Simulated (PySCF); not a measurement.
## Electronic structure of C₅H₈AlBr (SMILES [Br][AlH][C]1=CCCC1) in real space

```json
{"atom": "Br", "x (Å)": "3.8006", "y (Å)": "2.0170", "z (Å)": "0.7081"}
{"atom": "Al", "x (Å)": "2.6915", "y (Å)": "0.1439", "z (Å)": "0.1232"}
{"atom": "C", "x (Å)": "0.7324", "y (Å)": "0.0224", "z (Å)": "0.0826"}
{"atom": "C", "x (Å)": "-0.0642", "y (Å)": "1.0627", "z (Å)": "0.3677"}
{"atom": "C", "x (Å)": "-1.5226", "y (Å)": "0.7402", "z (Å)": "0.2542"}
{"atom": "C", "x (Å)": "-1.5287", "y (Å)": "-0.6178", "z (Å)": "-0.4666"}
{"atom": "C", "x (Å)": "-0.1134", "y (Å)": "-1.1886", "z (Å)": "-0.2670"}
{"atom": "H", "x (Å)": "3.6045", "y (Å)": "-1.0340", "z (Å)": "-0.2521"}
{"atom": "H", "x (Å)": "0.2674", "y (Å)": "2.0452", "z (Å)": "0.6736"}
{"atom": "H", "x (Å)": "-1.9623", "y (Å)": "0.6697", "z (Å)": "1.2537"}
{"atom": "H", "x (Å)": "-2.0723", "y (Å)": "1.5070", "z (Å)": "-0.2934"}
{"atom": "H", "x (Å)": "-1.7157", "y (Å)": "-0.4669", "z (Å)": "-1.5309"}
{"atom": "H", "x (Å)": "-2.2966", "y (Å)": "-1.2862", "z (Å)": "-0.0809"}
{"atom": "H", "x (Å)": "0.2577", "y (Å)": "-1.7037", "z (Å)": "-1.1551"}
{"atom": "H", "x (Å)": "-0.0827", "y (Å)": "-1.9028", "z (Å)": "0.5612"}
```

Geometry: GFN2-xTB.

Method: wB97X-D/def2-SVPD, SCF density, gas phase in PySCF 2.14.0.

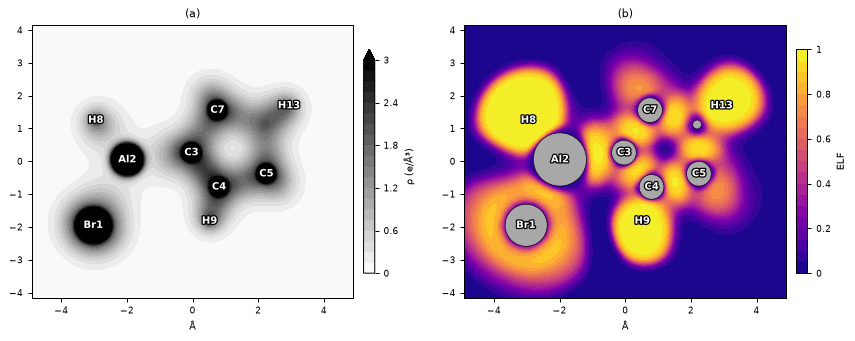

Figure 1. (a) electron density; (b) ELF on the plane of atoms Al2, C3 and C4. Grey discs cover the atomic cores in the ELF map.

Describe what can be read from this map.

Answer. The section cuts through Br, Al, C and H sites.
C–C (1.34 Å): ρ is about 2.3 e/Å³ halfway; the ELF peaks at about 0.90 between the atoms; a short, multiple covalent bond.
C–Al (1.96 Å): the density is about 0.72 e/Å³ at the midpoint; the ELF peaks at about 0.95 between the atoms: a shared but strongly polarised pair.
Al–Br (2.25 Å): ρ at the midpoint is about 0.66 e/Å³; the ELF peaks at about 0.85 in the valence shell of Br, 1.1 Å from its nucleus, and is about 0.85 at the midpoint.
C–H (1.08 Å): ρ is about 2 e/Å³ halfway; the ELF climbs to about 1 towards the hydrogen, as it does in any bond to H (a covalent bond by its length).
C–C (1.50 Å): ρ is about 1.7 e/Å³ halfway; the ELF peaks at about 0.95 between the atoms (localised, covalent bonding).
The ELF also peaks beside Br1, away from the bonds: lone-pair regions.

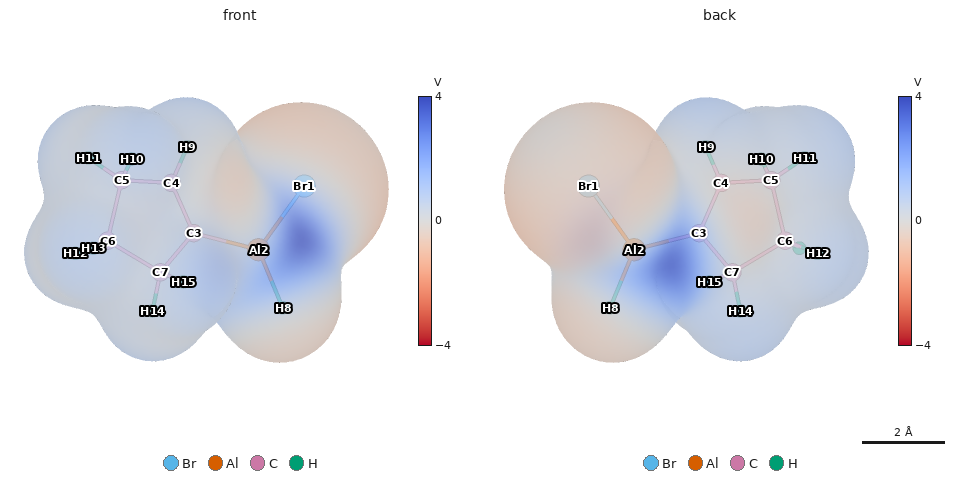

Figure 2. The electrostatic potential painted on the density surface at 0.002 e/bohr³, seen from the front and from behind; red is negative and blue positive.

Describe the electrostatic potential map.

Answer. The most negative region (about −0.7 V) lies over Br1, the most positive (about +3.2 V) over Al2.

What dipole moment does the calculation give?

Answer. Its dipole moment is 2.42 D.
